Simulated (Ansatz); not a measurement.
Input

```
crystal:
  periodic: [false, false, false]
  atoms:
    - {symbol: F, position_ang: [0.126464, -1.982592, 1.766136]}
    - {symbol: Sn, position_ang: [1.130698, -0.498430, 1.045873]}
    - {symbol: F, position_ang: [2.232547, -1.436575, -0.233201]}
    - {symbol: Si, position_ang: [-0.643187, 0.797114, -0.474655]}
    - {symbol: H, position_ang: [0.112711, 1.839244, -1.209419]}
    - {symbol: H, position_ang: [-1.631896, 1.402257, 0.449212]}
    - {symbol: H, position_ang: [-1.266138, -0.188917, -1.389646]}
basis:
  gaussian: {orbitals: def2-TZVPP}
magnetization: {spin_polarized: true, initial_magnetization: 1}
hamiltonian: {xc: pbe0, dispersion: d4}
output: {orbitals: {seedname: orbitals}}
```

Run with:

```sh
ansatz run in.yaml --threads 4 --pin off --events-out ev --progress --plain --max-ram 10444MiB
```

Geometry: PBE0-D4/def2-TZVP; core potentials replace the inner electrons of Sn.

Computed with Ansatz 0.2.0, UKS PBE0-D4/def2-TZVPP.

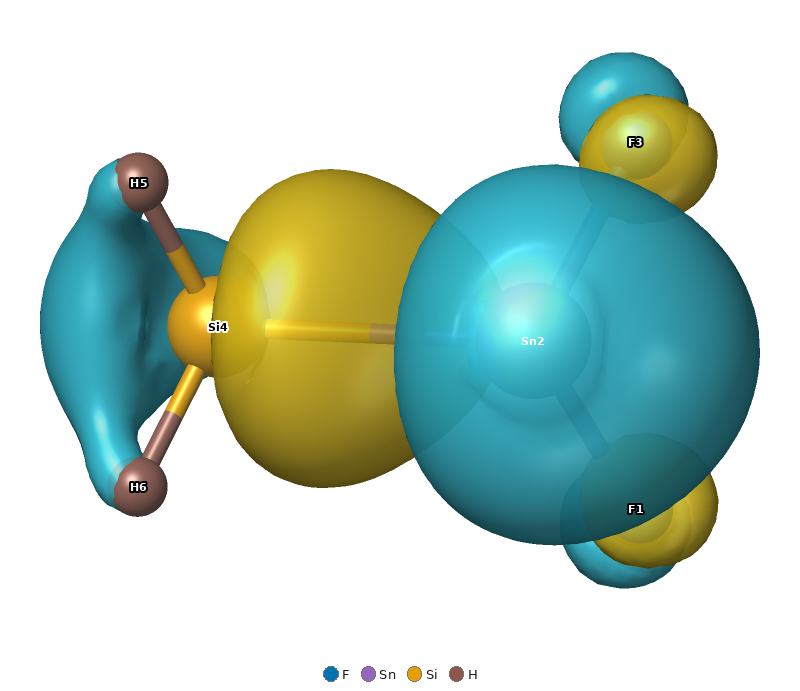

F₂H₃SiSn (SMILES [F][Sn]([F])[SiH3]) (doublet). The HOMO (α) at ±0.1 Å⁻³ᐟ² (yellow and cyan are the two phases), seen across its widest extent.

Question: Describe this orbital and give its energy.

Answer: By Hirshfeld shares it lies mainly on Sn2 (about 55 %) and Si4 (about 25 %). Its energy is −6.88 eV.
